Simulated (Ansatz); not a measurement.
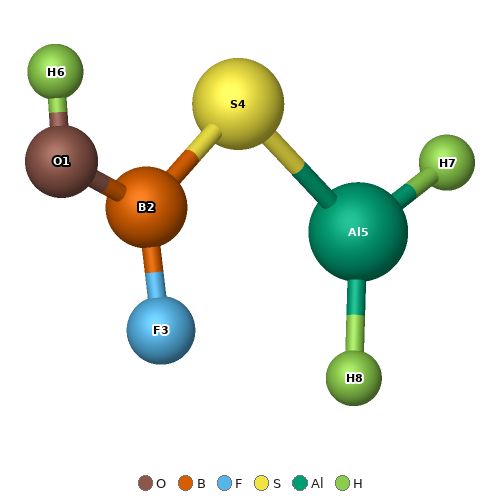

The system is AlBFH₃OS, SMILES OB(F)[S][AlH2]; the picture shows the reference structure. 
- First axis: dihedral O1–B2–S4–Al5. Second axis: dihedral B2–S4–Al5–H7.
- Nothing is relaxed (all other coordinates rigid).
- The grid has 18 × 18 points; 308 points were computed and 16 follow by symmetry.
- Points are written as (first, second).
- Energies are in eV, from the lowest grid point.
- The calculation used Ansatz, RKS PBE0-D4/def2-SVP.

Its coordinates:

| atom | x (Å) | y (Å) | z (Å) |
| --- | --- | --- | --- |
| O | 1.3797 | 0.0779 | 2.1118 |
| B | 0.7159 | -0.2073 | 0.9775 |
| F | 0.7856 | -1.4536 | 0.5295 |
| S | -0.2460 | 1.0788 | 0.0895 |
| Al | -1.0763 | 0.0184 | -1.6521 |
| H | 1.2905 | 0.9964 | 2.3845 |
| H | -1.9647 | 0.9437 | -2.5785 |
| H | -0.7925 | -1.5113 | -1.9179 |

Range: dihedral O1–B2–S4–Al5 from −180 to 160°; dihedral B2–S4–Al5–H7 from −180 to 160°.

Question: Predict the map.

Answer: The lowest grid point is at (−180°, −180°). Higher local minima lie near (−180°, 0°) (0.050 eV above the lowest at that grid point); (0°, 0°) (0.081 eV above the lowest at that grid point); (0°, −180°) (0.104 eV above the lowest at that grid point). The highest grid point, (0°, 100°), lies 0.551 eV above the lowest. On the interpolated surface the easiest way out of the lowest well to the well at (0°, −180°) passes a barrier of about 0.15 eV. Round the minimum the valley is somewhat tilted: raising dihedral O1–B2–S4–Al5 shifts the best value of dihedral B2–S4–Al5–H7 upwards (coupling k₁₂/√(k₁₁k₂₂) about −0.4).

```
dihedral B2–S4–Al5–H7 ↓, dihedral O1–B2–S4–Al5 →   −180   −140   −100    −60    −20     20     60    100    140
                                             140  0.056  0.123  0.224  0.281  0.342  0.216  0.217  0.225  0.115
                                             100  0.149  0.240  0.369  0.409  0.520  0.481  0.388  0.379  0.251
                                              60  0.127  0.194  0.318  0.308  0.342  0.466  0.376  0.334  0.223
                                              20  0.059  0.081  0.173  0.173  0.106  0.211  0.220  0.182  0.103
                                             −20  0.059  0.103  0.182  0.220  0.211  0.106  0.173  0.173  0.081
                                             −60  0.127  0.223  0.334  0.376  0.466  0.342  0.308  0.318  0.194
                                            −100  0.149  0.251  0.379  0.388  0.481  0.520  0.409  0.369  0.240
                                            −140  0.057  0.115  0.225  0.217  0.216  0.342  0.281  0.224  0.123
                                            −180  0.000  0.035  0.125  0.152  0.130  0.130  0.152  0.125  0.035
```

The table holds every second grid line.

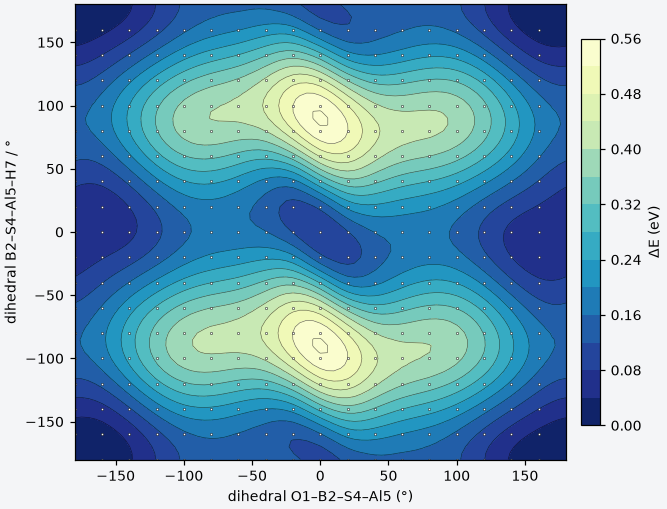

In the figure: filled contours, dots at the grid points. Between grid points the surface is interpolated.

Time for the 308 points that were run: 22 min on 1 thread of Arm Neoverse V1 (shared host).
